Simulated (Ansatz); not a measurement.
Input file:

```
crystal:
  lattice:
    - [5.10934, -0.00669, 0.01056]
    - [-0.23945, 5.68925, 0.00703]
    - [-0.92899, -2.82542, 5.11884]
  atoms:
    - { symbol: Na, position: [0.40776, 0.38086, 0.07519] }
    - { symbol: La, position: [0.0369, 0.66325, 0.68598] }
    - { symbol: Mn, position: [0.44271, 0.04268, 0.40638], spin: 4.0 }
    - { symbol: Mo, position: [0.90251, 0.96387, 0.30442], spin: 1.0 }
    - { symbol: O, position: [0.73627, 0.69569, 0.99417] }
    - { symbol: O, position: [0.72288, 0.91846, 0.55299] }
    - { symbol: O, position: [0.70112, 0.27368, 0.37292] }
    - { symbol: O, position: [0.19224, 0.75325, 0.3666] }
    - { symbol: O, position: [0.17926, 0.03365, 0.11672] }
    - { symbol: O, position: [0.20034, 0.27462, 0.63197] }
hamiltonian:
  xc: r2scanh
  pseudopotentials: { kind: paw }
magnetization:
  spin_polarized: true
kpoints:
  mp_grid: { grid: [3, 3, 3] }
scf:
  occupations: { method: fermi_dirac, width: 0.05 }
output:
  forces: true
  stress: true
  eigenvalues: true
  write_density: true
  write_potential: true
  elf: true
  volumetric_format: npy
```

Launched as:

```sh
ansatz run input.yaml --threads 8 --pin off --max-ram 20480MiB --backend cpu --events-out ev --progress --plain --runs-dir out
```

Below, planes, directions and counts refer to the conventional cell (a = 5.11 Å, b = 5.69 Å, c = 5.92 Å, α = 117.98°, β = 98.89°, γ = 92.48°).

Space group P1; a generated structure, not necessarily the stable one; not relaxed (largest force 0.8 eV/Å); computed pressure about −3 GPa in this cell; the program warned that a starting moment wasn't kept; spin-polarised.

Computed with Kohn-Sham DFT of a periodic cell, r2SCANh, Ansatz PAW (Ansatz 0.2.0).

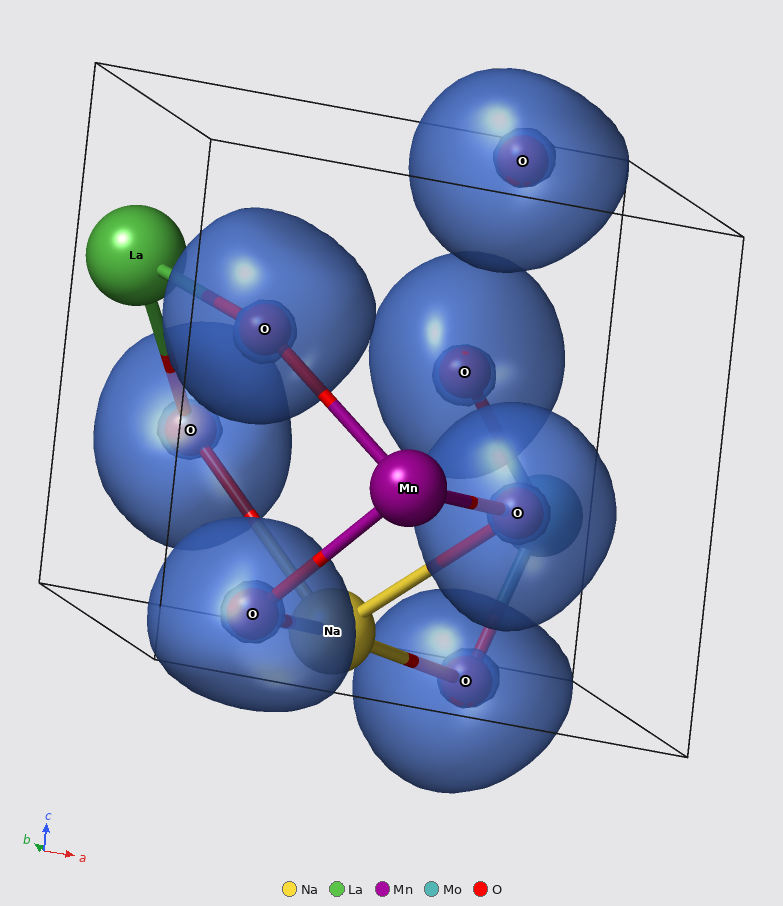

NaLaMnMoO6. Isosurface of the electron localisation function at 0.6 (blue), seen slightly off an axis. Only the valence region is drawn (cores and ρ < 0.01 e/Å³ removed). Sticks mark near contacts.

In a PAW calculation such maps are meaningful between the atoms, not at the nuclei.

> Describe the localisation domains.

At this value the surface marks out six regions wrapped around O (the valence shell of each), counted in one cell of 10 atoms. Regions shared between cells count once. Along the contacts the grid gives the following. Mo–O (1.79 Å): the ELF peaks at about 0.75 in the valence shell of O, 0.5 Å from its nucleus, and drops to about 0.35 between the two atoms. Mn–O (1.89 Å): the ELF peaks at about 0.80 in the valence shell of O, 0.6 Å from its nucleus, and is about 0.25 at the midpoint (no localised pair shows between them).
